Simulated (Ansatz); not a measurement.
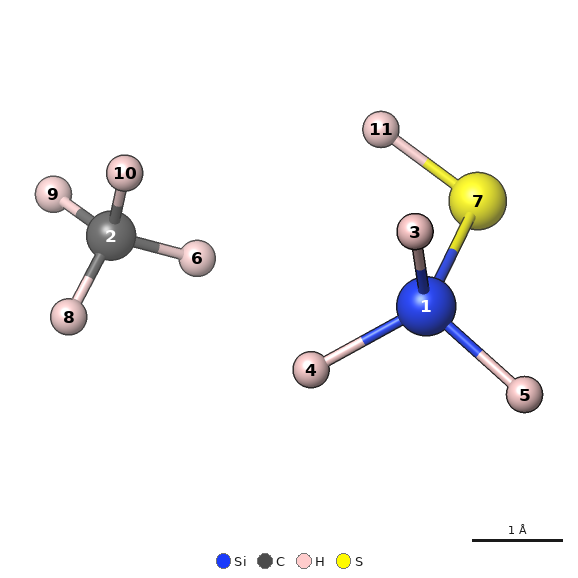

Orthographic view. Atoms fade into the background with distance from the viewer. The computed structure is the end point of a PBE0-D4/def2-TZVP optimisation. No frequency run is at hand to confirm it as a minimum.

Write the connection table.

Si1: H3, H4, H5, S7
C2: H6, H8, H9, H10
H3: Si1
H4: Si1
H5: Si1
H6: C2
S7: Si1, H11
H8: C2
H9: C2
H10: C2
H11: S7
